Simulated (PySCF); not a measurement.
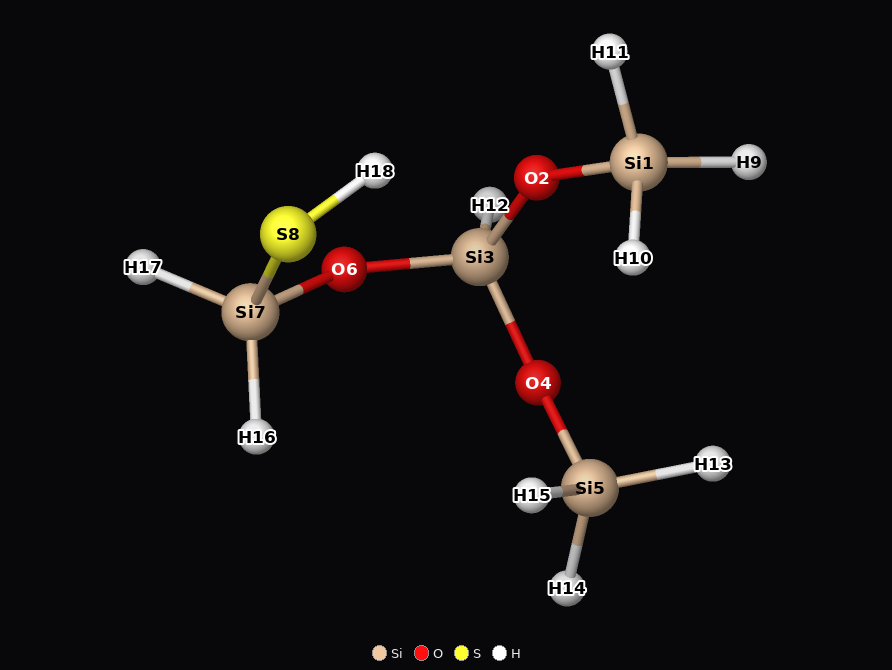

The computed structure is the end point of a GFN2-xTB optimisation. No frequency run is at hand to confirm it as a minimum. Electric field gradients from the ground-state density, PBE0/pcSseg-1 (PySCF 2.14.0), non-relativistic apart from any core potentials.

Give the largest field-gradient component, the quadrupole coupling constant and the asymmetry for 17O at O2 (Q = −25.6 mb), 17O at O4 (Q = −25.6 mb), 17O at O6 (Q = −25.6 mb), 33S at S8 (Q = −67.81 mb), 2H at H9 (Q = 2.86 mb), 2H at H10 (Q = 2.86 mb).

```csv
atom,V_zz (a.u.),e²qQ/h (MHz),η
O2,1.007,−6.06,0.12
O4,1.002,−6.03,0.19
O6,0.988,−5.95,0.17
S8,−2.028,32.3,0.86
H9,0.160,0.107,0.04
H10,0.158,0.106,0.04
```

The geometry is semi-empirical. Around Si such bond lengths and angles can be off by a tenth of an ångström or more and by several degrees, and values that hang on the shape move with them.
